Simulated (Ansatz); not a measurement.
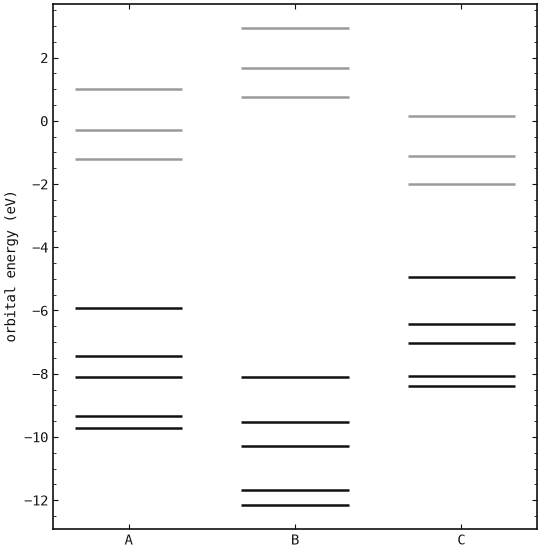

Frontier orbital energies of C₂H₆GeTe, SMILES [CH2]1C[Te][GeH2]1, singlet at one geometry, def2-TZVPP, the Ansatz code 0.2.0, at a PBE0-D4/def2-TZVP geometry (no frequency check). Empty levels are grey, levels within 0.1 eV stand side by side; all columns show the same few orbitals around the gap.

The columns come from PBE, PBE0 and ωB97X-V. Which is which?

Answer. A: PBE0 (HOMO −5.94, LUMO −1.21, separation 4.73 eV)
B: ωB97X-V (HOMO −8.12, LUMO 0.76, separation 8.87 eV)
C: PBE (HOMO −4.93, LUMO −2.01, separation 2.91 eV)

Caveats, for all or some of the runs: core potentials past krypton; empty levels above zero depend strongly on the basis; no scalar relativity up to krypton; spin-orbit coupling is left out, and with Te it can shift these levels and split any degenerate set.
